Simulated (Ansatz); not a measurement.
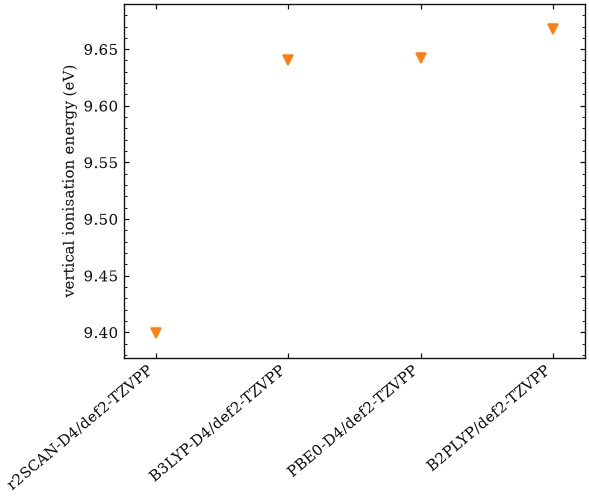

Vertical ionisation energy of C₆ClF₅, SMILES Fc1c(F)c(F)c(Cl)c(F)c1F, taken as the energy of the cation less that of the neutral at fixed geometry (unrestricted doublet cation, cores frozen in correlated methods, no spin-orbit coupling), the Ansatz code, at a PBE0-D4/def2-TZVP geometry (a minimum by its frequencies).

**What range do the values span?**

From 9.40 eV (r2SCAN-D4/def2-TZVPP) to 9.67 eV (B2PLYP/def2-TZVPP).

**Give the values.**

```
               level    eV
r2SCAN-D4/def2-TZVPP  9.40
 B3LYP-D4/def2-TZVPP  9.64
  PBE0-D4/def2-TZVPP  9.64
   B2PLYP/def2-TZVPP  9.67
```
